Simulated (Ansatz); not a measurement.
**doublet [SF3]2+ at 6 levels**

We compute a comparison of 6 runs (UHF/STO-3G, U-wB97X/6-311+G**, UB3LYP/6-311+G**, UPBE-QIDH/6-311+G**, UPBE0/6-311+G**, UMP2/6-311+G**) of doublet [SF3]2+. 

The calculation is run with Ansatz 0.2.0.

2 further runs of the same task are left out: 2 set aside as unsound or not needed.

### Step 1. The system as given

[SF3]2+ has 4 atoms, charge +2, and is taken as a doublet. As SMILES of the parent species, `F[S+](F)F`. The shape is that of a PBE0-D4/def2-TZVP optimisation. That shape belongs to the parent species and isn't relaxed for this state.

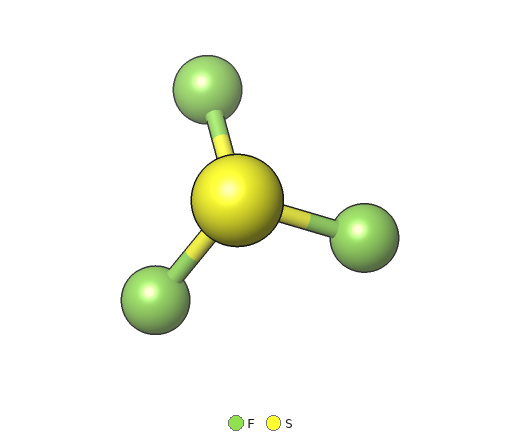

The structure, seen from a chosen angle (fluorine green, sulfur yellow).

### Step 2. A single-point energy at UHF/STO-3G (run 1)

The input, job.yaml:

```yaml
basis:
  gaussian: {orbitals: STO-3G}
crystal:
  periodic: [false, false, false]
  atoms:
    - {symbol: F, position_ang: [0.623020, 0.191030, 1.167760]}
    - {symbol: S, position_ang: [0.432770, -0.058560, -0.301740]}
    - {symbol: F, position_ang: [-0.545420, -1.197460, -0.238600]}
    - {symbol: F, position_ang: [-0.510370, 1.064990, -0.627420]}
total_charge: 2
magnetization: {spin_polarized: true, initial_magnetization: 1}
hamiltonian: {xc: hf}
accuracy: high
output: {orbitals: {seedname: orbitals}}
```

Launch:

```sh
$ ansatz run job.yaml --threads 1 --pin off --max-ram 3480MiB --events-out events.jsonl --progress --plain --runs-dir runs
```

Output:

```text
Warning: RAYON_NUM_THREADS=1 ignored (pool sized by the plan → 1); use --threads N
Functional definition: HF
  name "HF"
  exchange = exact_x
  correlation = 0
464 factors; integrals over basis functions are off by at most 3.8e-8 eV
mean field evaluation 1: about -18660.1930 eV, gradient 3.5e1 eV
mean field evaluation 2: about -18660.3070 eV, gradient 3.5e1 eV
mean field evaluation 4: about -18670.8555 eV, gradient 2.9e0 eV
mean field evaluation 8: about -18671.0519 eV, gradient 2.3e-1 eV
mean field evaluation 16: about -18670.8561 eV, gradient 1.4e0 eV
mean field evaluation 32: about -18670.2058 eV, gradient 6.2e0 eV
mean field evaluation 64: about -18669.4503 eV, gradient 1.5e0 eV
mean field evaluation 96: about -18662.4942 eV, gradient 2.3e1 eV
mean field -18671.05425179 eV, -686.1485880583 hartree, gradient 1.1e-8 eV, S^2 0.842920; 0 other end points of the search recorded, 0 dependent functions left out
reference -18671.05425179 eV, -686.1485880583 hartree; 21, 20 occupied and 3, 4 virtual orbitals, 464 factors
Total energy: -18671.05425179 eV, -686.1485880583 hartree
```

It took 0.22 s on 1 thread of AMD EPYC 9R45 (Zen 5), shared host.

### Step 3. The energy at U-wB97X/6-311+G(d,p) (run 2)

The input, in.yaml:

```yaml
crystal:
  periodic: [false, false, false]
  atoms:
    - {symbol: F, position_ang: [0.623020, 0.191030, 1.167760]}
    - {symbol: S, position_ang: [0.432770, -0.058560, -0.301740]}
    - {symbol: F, position_ang: [-0.545420, -1.197460, -0.238600]}
    - {symbol: F, position_ang: [-0.510370, 1.064990, -0.627420]}
basis:
  gaussian:
    orbitals: 6-311+G_st__st_-spherical.json
total_charge: 2
magnetization:
  spin_polarized: true
  initial_magnetization: 1
hamiltonian:
  xc: {name: wB97X}
accuracy: high
output: {orbitals: {seedname: orbitals}}
```

The basis set 6-311+G** is read from a file made from the Basis Set Exchange's data (not shown).

Launch:

```sh
$ ansatz run in.yaml --threads 1 --pin off --max-ram 3480MiB --events-out events.jsonl --progress --plain --runs-dir runs
```

Output, shortened:

```text
Warning: RAYON_NUM_THREADS=1 ignored (pool sized by the plan → 1); use --threads N
Functional definition: wB97X
  name "wB97X"
[...]
      + exact_x_lr(omega)
[...]
      + integral(e_c_pw_opposite_spin*poly(b97_u_opposite, 1, cos1, cos2, cos3, cos4))
1725 factors; integrals over basis functions are off by at most 4.3e-9 eV
307 factors; integrals over basis functions are off by at most 1.7e-9 eV
[...]
mean field -18952.23146008 eV, -696.4816598739 hartree, gradient 3.8e-8 eV, S^2 0.758884; 0 other end points of the search recorded, 0 dependent functions left out
reference -18952.23145446 eV, -696.4816596676 hartree; 21, 20 occupied and 75, 76 virtual orbitals, 1725 factors
Total energy: -18952.23145446 eV, -696.4816596676 hartree
```

Wall time 13 s (1 thread of AMD EPYC 9R45 (Zen 5), shared host); peak memory 0.72 GiB.

Runs 3 to 5 aren't shown in full; the table further down has their settings and results.

### Step 4. A single-point energy at UMP2/6-311+G(d,p) (run 6)

The input, run.yaml:

```yaml
crystal:
  periodic: [false, false, false]
  atoms:
    - symbol: F
      position_ang: [0.623020, 0.191030, 1.167760]
    - symbol: S
      position_ang: [0.432770, -0.058560, -0.301740]
    - symbol: F
      position_ang: [-0.545420, -1.197460, -0.238600]
    - symbol: F
      position_ang: [-0.510370, 1.064990, -0.627420]
basis:
  gaussian:
    orbitals: 6-311+G_st__st_-spherical.json
magnetization:
  spin_polarized: true
  initial_magnetization: 1
accuracy: high
total_charge: 2
correlation:
  method: mp2
  frozen_orbitals: {F: 1, S: 5}
```

The basis set 6-311+G** is read from a file made from the Basis Set Exchange's data (not shown).

Launch:

```sh
$ ansatz run run.yaml --threads 1 --pin off --max-ram 3480MiB --events-out events.jsonl --progress --plain --runs-dir runs
```

Output, shortened:

```text
Warning: RAYON_NUM_THREADS=1 ignored (pool sized by the plan → 1); use --threads N
[... 2 set-up lines as earlier in the session ...]
[...]
1725 factors; integrals over basis functions are off by at most 4.3e-9 eV
[...]
mean field -18903.06496811 eV, -694.6748246203 hartree, gradient 2.4e-8 eV, S^2 0.791432; 0 other end points of the search recorded, 0 dependent functions left out
8 core orbitals not correlated: weight in the atoms' cores, before any rotation towards them, 1.000 or more for the frozen orbitals, at most 0.000 for the correlated occupied ones
reference -18903.06496811 eV, -694.6748246203 hartree; 13, 12 occupied and 75, 76 virtual orbitals, 1725 factors
second order -20.54309037 eV of doubles, -0.00000000 eV of singles
Total energy: -18923.60805847 eV, -695.4297692667 hartree
```

Run time: 1.6 s. Hardware: 1 thread of AMD EPYC 9R45 (Zen 5), shared host; peak memory 0.41 GiB.

### Step 5. The series

| run | level | frozen core orbitals | energy (Eh) | HOMO energy (eV) | LUMO energy (eV) | ⟨S²⟩ | wall time |
| --- | --- | --- | --- | --- | --- | --- | --- |
| 1 | UHF/STO-3G | – | -686.148588 | -31.80 | -18.90 | 0.843 | 0.22 s |
| 2 | U-wB97X/6-311+G** | – | -696.481660 | -31.89 | -23.12 | 0.759 | 13 s |
| 3 | UB3LYP/6-311+G** | – | -696.568839 | -29.15 | -25.69 | 0.757 | 3.6 s |
| 4 | UPBE-QIDH/6-311+G** | 8 | -695.937623 | -32.83 | -23.24 | 0.776 | 4.8 s |
| 5 | UPBE0/6-311+G** | – | -696.136030 | -29.50 | -25.36 | 0.758 | 3.6 s |
| 6 | UMP2/6-311+G** | 8 | -695.429769 | – | – | 0.791 | 1.6 s |

### Step 6. Outcome

```
                                          quantity          value
                               run 6: total energy  -695.42977 Eh
run 6: correlation energy (8 core orbitals frozen)     -754.9 mEh
          run 6: ⟨S²⟩ of the reference determinant          0.791
```

In words: Totals of different functionals can't be ranked against each other. In run 1 the basis is minimal, so the values are rough. All runs together took 26 s, the longest 13 s.
